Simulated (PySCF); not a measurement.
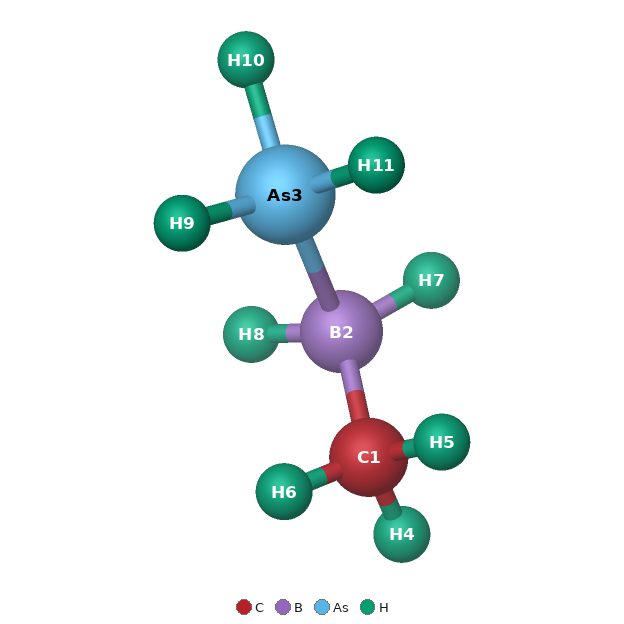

Computed geometry: GFN2-xTB optimisation. No frequency run is at hand to confirm it as a minimum. Method: B3LYP/pcJ-1 (pcSseg-1 on As) indirect spin-spin coupling, non-relativistic, gas phase (PySCF 2.14.0). Isotopes: 11B, 13C, 1H.

Give the spin–spin coupling constants of these pairs, with the number of bonds between them: C1/B2, B2/H7, B2/H8, B2/H4, B2/H9, B2/H5, B2/H10, B2/H11, B2/H6.

```tsv
pair	bonds apart	J (Hz)
C1, B2	1	49.9
B2, H7	1	124.6
B2, H8	1	125.4
B2, H4	2	1.2
B2, H9	2	−1.1
B2, H5	2	−6.7
B2, H10	2	−2.3
B2, H11	2	−0.6
B2, H6	2	−6.7
```

The geometry is semi-empirical. Around As, B such bond lengths and angles can be off by a tenth of an ångström or more and by several degrees, and values that hang on the shape move with them.
